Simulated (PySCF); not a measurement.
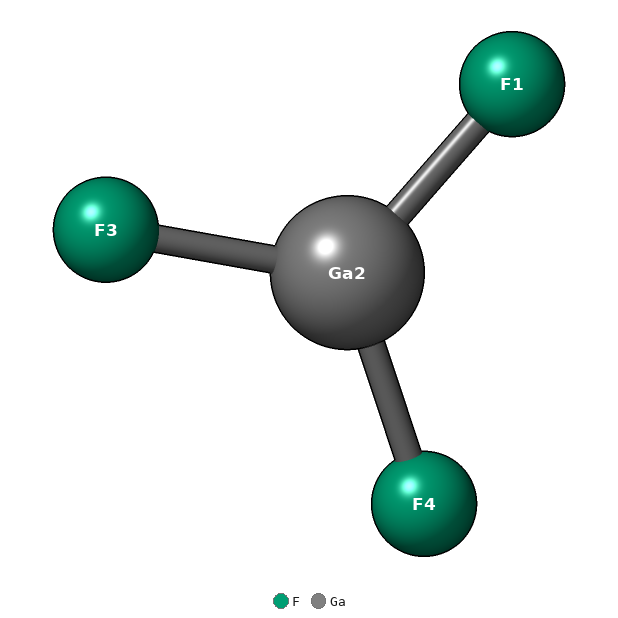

The geometry was computed by an optimisation with GFN2-xTB. No frequency run is at hand to confirm it as a minimum.

**Describe the coordination of atom 2.**

Ga2 has 3 neighbours (F1 at 1.73, F3 at 1.73, F4 at 1.73 Å); the arrangement is trigonal planar.
